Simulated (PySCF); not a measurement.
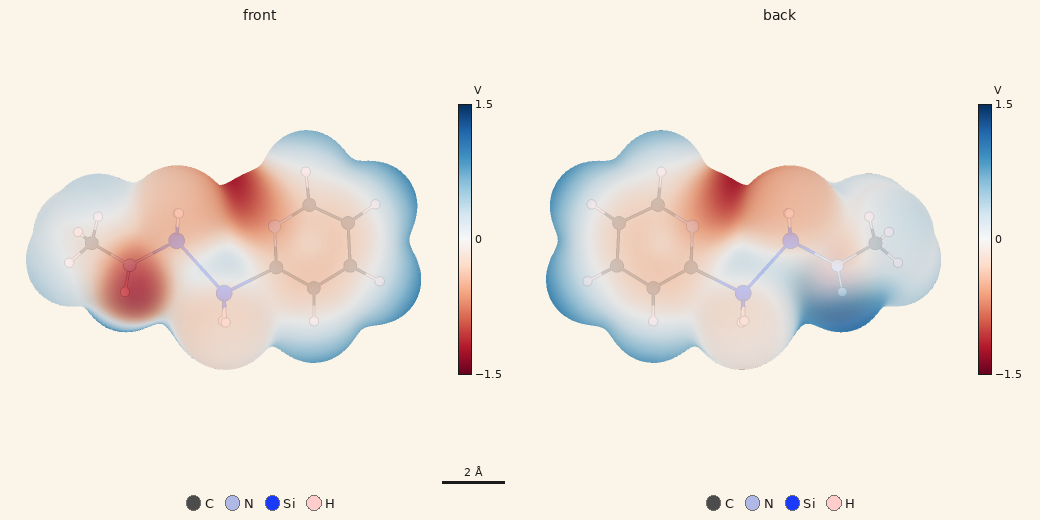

Figure 1: C6H12N2Si2 (SMILES CN[SiH2][SiH2]c1ccccn1). The electrostatic potential painted on the density surface at 0.001 e/bohr³, seen from the front and from behind; the colour scale runs from red (negative) to blue (positive).

Geometry: GFN2-xTB.

Computed with PBE0/pcSseg-1, SCF density, gas phase, non-relativistic (PySCF 2.14.0).

The calculation's input:

```
{"job": {"kind": "nmr", "xc": "PBE0", "basis": "pcSseg-1"}, "charge": 0, "multiplicity": 1}
C     -4.399677     0.368615     0.801024
N     -3.256354     0.079492    -0.028452
Si    -1.638390     0.392749     0.482617
Si    -0.329699    -0.469616    -1.197198
C      1.454228    -0.298716    -0.596949
C      2.572954    -0.703645    -1.316604
C      3.833686    -0.530958    -0.772929
C      3.940889     0.047873     0.482251
C      2.771906     0.422867     1.127195
N      1.570038     0.255283     0.608106
H     -4.703993     1.420591     0.750670
H     -4.142930     0.141672     1.833105
H     -5.249051    -0.251664     0.507498
H     -3.480114     0.184889    -1.006683
H     -1.549238    -0.285444     1.782286
H     -1.381553     1.822825     0.759674
H     -0.380314     0.209548    -2.508211
H     -0.503219    -1.888387    -1.556126
H      2.443295    -1.146887    -2.292405
H      4.717304    -0.839153    -1.315200
H      4.902714     0.205291     0.946436
H      2.797108     0.882160     2.108261
```

Run with:

```sh
OMP_NUM_THREADS=1 python probes_run.py task.json out
```

### Describe the electrostatic potential map.

The most negative region (about −1.2 V) lies over N2 and N10, the most positive (about +1.1 V) over H14.
